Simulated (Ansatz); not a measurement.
Fields on a plane of FeCO3 (space group R-3c)

```xyz
10
Lattice="2.3369 1.3492 4.9646 -2.3369 1.3492 4.9646 0.0000 -2.6985 4.9646" Properties=species:S:1:pos:R:3 pbc="T T T"
Fe     0.0000     0.0000     0.0000
Fe     0.0000     0.0000     7.4470
C      0.0000     0.0000     3.7235
C      0.0000     0.0000    11.1704
O      0.6458    -1.5799     8.6881
O     -0.6458     1.5799     6.2058
O      1.0454     1.3492     8.6881
O     -1.0454    -1.3492     6.2058
O     -1.6912     0.2307     8.6881
O      1.6912    -0.2307     6.2058
```

The slice is a (0001) plane (indices of the conventional cell) through the point (0.250, 0.974, 0.526) (fractional), spanned by u = [1 0 -1] and v = [-1 2 -1] in vectors of this cell: u (4.67 Å) and v (8.10 Å, at 90° to u). It covers one period; positions are fractions (u, v).

Atoms on it: C at (0.14, 0.14); C at (0.64, 0.64); O at (0.41, 0.14); O at (0.91, 0.64); O at (0.00, 0.28); O at (0.50, 0.78); O at (0.00, 0.00); O at (0.50, 0.50).

Computed with PBEsol (plane waves to 420 eV, PAW, scalar-relativistic; Ansatz, a program for electronic structure). k mesh 12×12×12. Inside the PAW spheres the values are not all-electron values, and peaks at nuclei hang on which shells count as valence. At this level the bands of FeCO3 touch or barely overlap. FeCO3 is run spin-polarised and with no Hubbard U. FeCO3 was relaxed with its symmetry unable to fall. Relaxed FeCO3 ends ferromagnetic. Other magnetic orders were not checked, so this need not be the ground state.

```
|898100000189|
|884002551026|
|110058997000|
|000399x87001|
|720399x76138|
|970057895589|
|8810014xx97x|
|970024772887|
|950289796269|
|300398x77014|
|000189898100|
|551026884002|
|997000110058|
|x87001000399|
|x76138720399|
|895589970057|
|4xx97x881001|
|772887970024|
|796269950289|
|x77014300398|
```
Scale: ten equal steps from 0.03 (start of '0') to 0.88 (end of '9'), in the order '0123456789'. Values: ELF of the down spins. The map has 12 points along u (one character each, u = 0 at the left) and 20 along v (v = 0 in the bottom row). Points within 0.3 Å of a nucleus are blanked (x), as the pseudised field means little there.

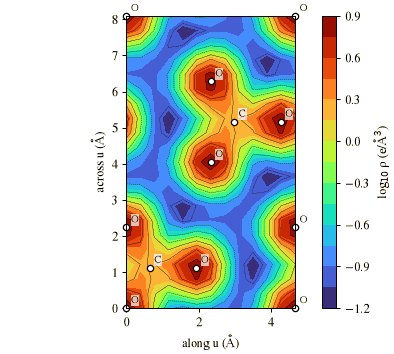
Figure: Log₁₀ of the valence density in e/Å³, one period of the plane, atoms marked. The scale is logarithmic, as a density can span decades between atoms and voids.
